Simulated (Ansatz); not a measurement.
ScCo (CsCl type)

```yaml
crystal:
  lattice:
    - [3.07157, 0.00000, 0.00000]
    - [0.00000, 3.07157, 0.00000]
    - [0.00000, 0.00000, 3.07157]
  atoms:
    - { symbol: Sc, position: [0.50000, 0.50000, 0.50000] }
    - { symbol: Co, position: [0.00000, 0.00000, 0.00000] }
```

This relaxed cell (volume V₀) is scaled evenly in all directions, its shape held. Symmetry pins the atoms to their sites.

Computed with PBEsol (plane waves to 420 eV, PAW, scalar-relativistic; Ansatz, a first-principles code). k mesh 15×15×15 (Γ-centred), Fermi-Dirac smearing 0.05 eV. The energy includes the smearing's −TS. Stress and pressure are positive under compression. ScCo is run without spin polarisation. ScCo was relaxed with its symmetry unable to fall. ΔE is measured from the relaxed starting cell.

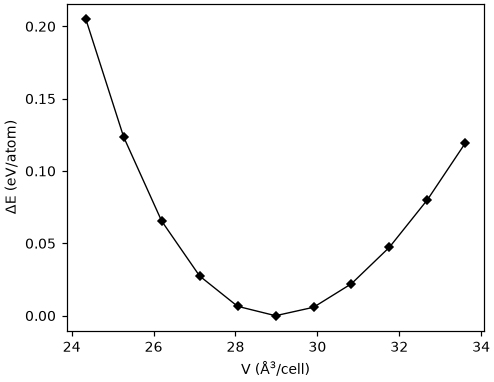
ΔE (eV/atom) against V (Å³/cell); one marker a computed point.

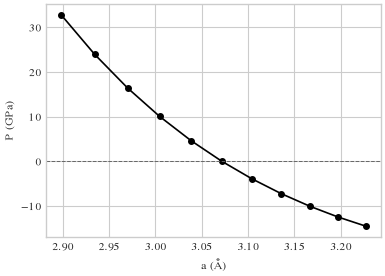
P (GPa) against a (Å); one marker a computed point.

The energy cost of the largest compression is 205 meV/atom, the pressure at the smallest volume is 32.8 GPa and the energy cost of the largest expansion is 119 meV/atom. The pressure derivative B₀′ (fit) comes out as 4.0 and the pressure for 5 % compression (fit) is 7.5 GPa.

P = (3B₀/2)(x⁷ − x⁵)[1 + ¾(B₀′ − 4)(x² − 1)] with x = (1/0.95)^(1/3), B₀ = 133 GPa and B₀′ = 4.03.

(A scan under strain: stresses follow from slopes of the energy per volume, elastic moduli from its curvatures.)
